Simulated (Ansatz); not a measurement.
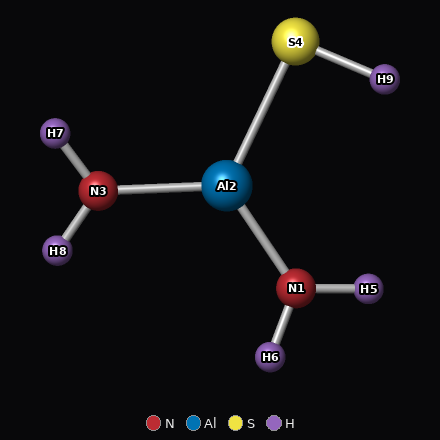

The system is AlH5N2S, SMILES [NH2][Al]([NH2])[SH]; the picture shows the grid point nearest to the relaxed geometry. Two internal coordinates are moved rigidly from the geometry relaxed at PBE0-D4/def2-TZVP, all others fixed. Coordinates scanned: (1) bond N1–Al2; (2) angle Al2–N3–H7. The scan uses a 5 × 5 grid. Points are written as (first, second). Energies are in kcal/mol, from the lowest grid point. Computed with RKS PBE-D4/def2-TZVPP in Ansatz 0.2.0.

Its coordinates:

```yaml
atoms:
  - { symbol: N, position_ang: [-0.3330, 1.1235, -1.0206] }
  - { symbol: Al, position_ang: [-0.0763, -0.1115, 0.1265] }
  - { symbol: N, position_ang: [1.3946, -1.0842, 0.1283] }
  - { symbol: S, position_ang: [-1.5820, -0.5466, 1.6570] }
  - { symbol: H, position_ang: [-1.1989, 1.6194, -1.1474] }
  - { symbol: H, position_ang: [0.3520, 1.4454, -1.6840] }
  - { symbol: H, position_ang: [1.6377, -1.7406, 0.8512] }
  - { symbol: H, position_ang: [2.1023, -1.0752, -0.5868] }
  - { symbol: H, position_ang: [-2.2611, 0.5866, 1.4125] }
```

Range: bond N1–Al2 from 1.553 to 2.471 Å; angle Al2–N3–H7 from 100.2 to 148.2°.

### Predict the map.

The lowest grid point is at (1.705 Å, 124.2°). The bottom of the well lies between grid points, at about (1.780 Å, 124°), about 1.6 kcal/mol lower on the interpolated surface. No other kind of well shows on this grid. The highest grid point, (2.471 Å, 148.2°), lies 54.9 kcal/mol above the lowest. Round the minimum the two coordinates are nearly uncoupled.

```tsv
angle Al2–N3–H7 ↓, bond N1–Al2 →	1.553	1.705	1.926	2.185	2.471
148.2	23.2	4.9	8.2	28.7	54.9
136.2	19.7	1.2	4.4	24.8	50.9
124.2	18.5	0.0	3.1	23.4	49.4
112.2	19.8	1.2	4.3	24.5	50.5
100.2	23.5	4.9	8.0	28.2	54.1
```

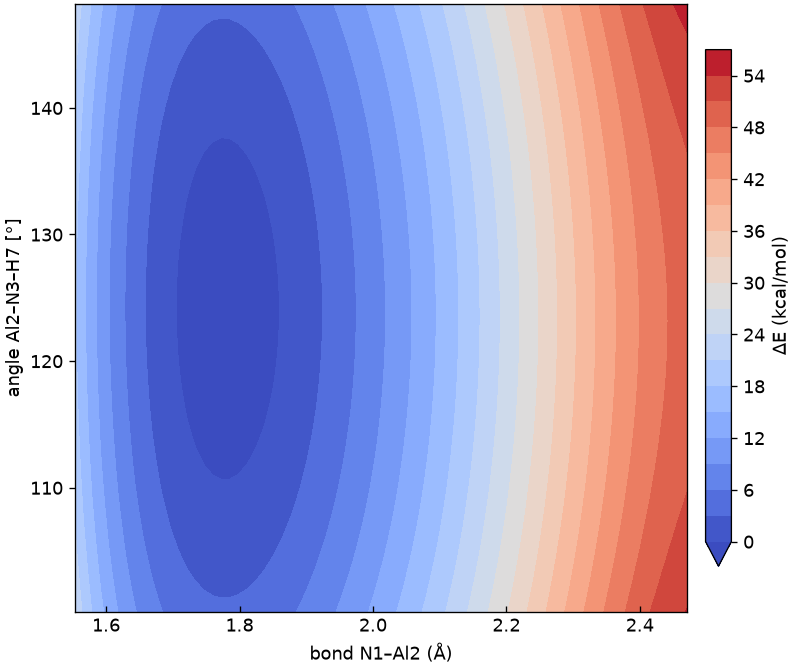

Drawn: filled contours. Between grid points the surface is interpolated.
